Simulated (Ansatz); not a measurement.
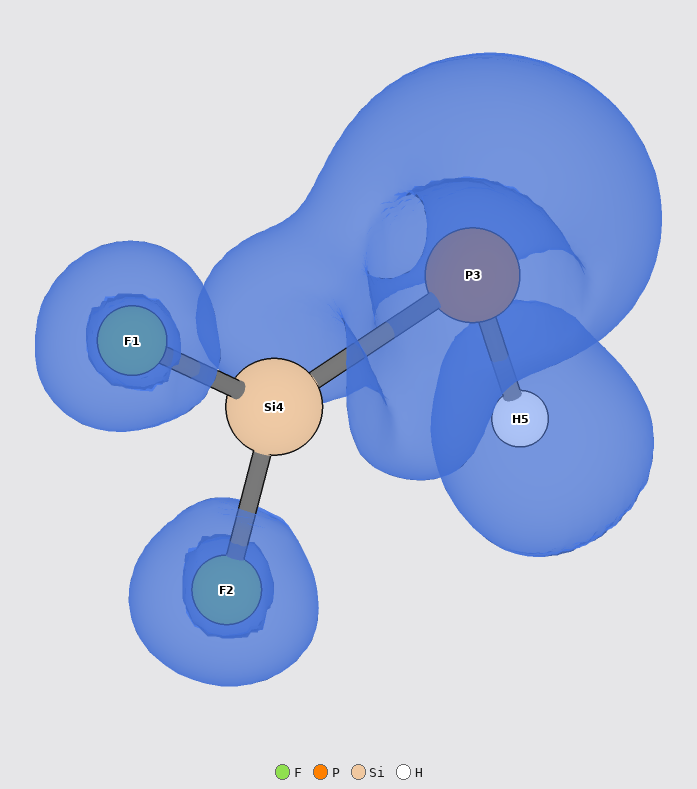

F2HPSi (SMILES F[Si](F)=P). Isosurface of the electron localisation function at 0.75 (blue), seen at a tilt. Core shells and regions of very low density are left out.

Geometry: B3LYP-D3(BJ)/6-311G**.

Theory: Ansatz 0.2.0, isolated molecule in a Gaussian basis; Kohn-Sham density functional theory, functional PBE0.

Input

```
crystal:
  periodic: [false, false, false]
  atoms:
    - symbol: F
      position_ang: [0.461031, 0.863891, -2.810296]
    - symbol: F
      position_ang: [-0.248868, -1.579742, -2.783967]
    - symbol: P
      position_ang: [-2.190975, 0.411607, -0.973241]
    - symbol: Si
      position_ang: [-0.636242, -0.134812, -2.212832]
    - symbol: H
      position_ang: [-2.545568, -0.974239, -0.993161]
basis:
  gaussian: {orbitals: def2-TZVPD}
hamiltonian: {xc: {name: PBE0}}
output: {forces: true, orbitals: {seedname: orbitals}}
```

Command:

```sh
ansatz run input.yaml --threads 2 --pin off --max-ram 4350MiB --events-out events.jsonl --progress --plain --runs-dir runs
```

### What do the ELF domains correspond to?

The surface consists of one region around a hydrogen nucleus, two regions wrapped around F (its lone pairs, merged into a ring or cap) and one joined region spread over several atoms (P, Si), in which their bonds and any lone pairs are merged. Along the contacts the grid gives the following. Si–F (1.60 Å): the ELF peaks at about 0.85 in the valence shell of F, 0.6 Å from its nucleus, and is about 0.55 at the midpoint. Si–P (2.06 Å): the ELF peaks at about 0.85 between the atoms; a covalent bond.
